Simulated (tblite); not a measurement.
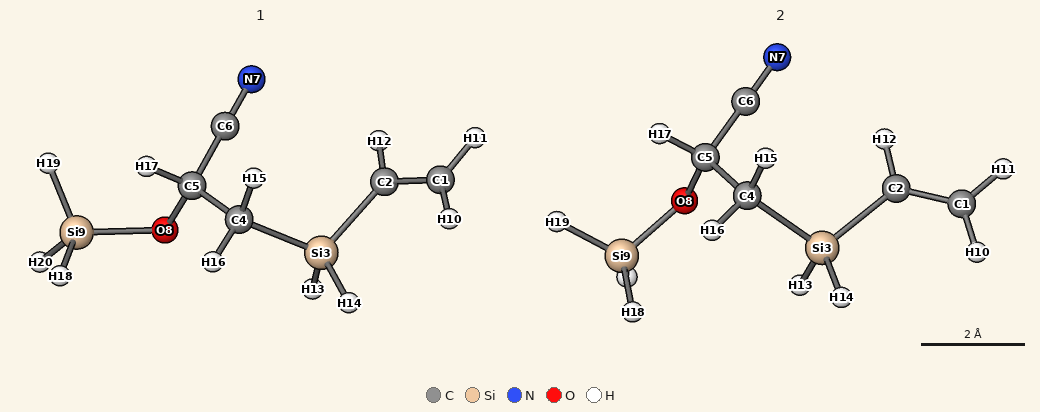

Two geometries of C5H11NOSi2, drawn at one scale. One is the start of a relaxation, the other its converged end. Style: ball-and-stick. Shown at a tilt.

Method: tblite 0.8.0, GFN2-xTB geometry optimisation, gas phase. 

Which one is relaxed?

Answer. Structure 2 is the relaxed one. The largest move after the best rigid fit is that of H20, 1.39 Å. Largest moves by element: H 1.39 Å, C 0.72 Å, Si 0.68 Å, O 0.58 Å, N 0.56 Å. Near-neighbour distances that change, for instance: O8–Si9 1.731 → 1.622 Å, Si3–C4 1.861 → 1.916 Å, C4–H16 1.140 → 1.090 Å, C4–C5 1.494 → 1.530 Å. Among the angles between lasting bonds that change: C5–O8–Si9 107.4° → 128.8°, O8–Si9–H20 112.5° → 98.6°, H18–Si9–H20 106.8° → 113.9°. Groups turn about C5–O8 by about 40°, C2–Si3 by about 30°. Over 157 geometry steps the energy falls by 82.4 kJ/mol. Cost: 1.6 s on 1 thread of Arm Neoverse V1 (shared host).
